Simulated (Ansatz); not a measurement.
Consider ZnS in the zinc blende structure (space group F-43m, No. 216; a = 5.3566 Å).

Modification: an isotropic linear strain of +2.00 %, atoms relaxed at fixed cell.

Method: plane-wave PAW DFT at the PBEsol level (Ansatz, an electronic-structure program, 420 eV), spin-orbit coupling left out.

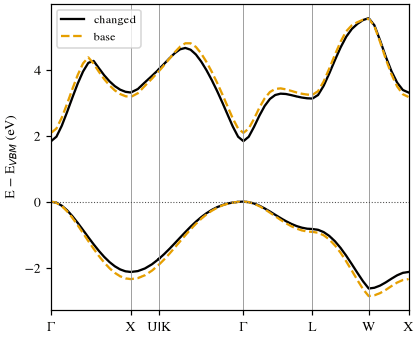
*Highest valence and lowest conduction band along the path, each from its own valence-band maximum*

Question: Read the changed gap and its character from the plot.

Answer: About 1.8 eV, direct at Γ.

Whether these cells are dynamically stable was not tested.
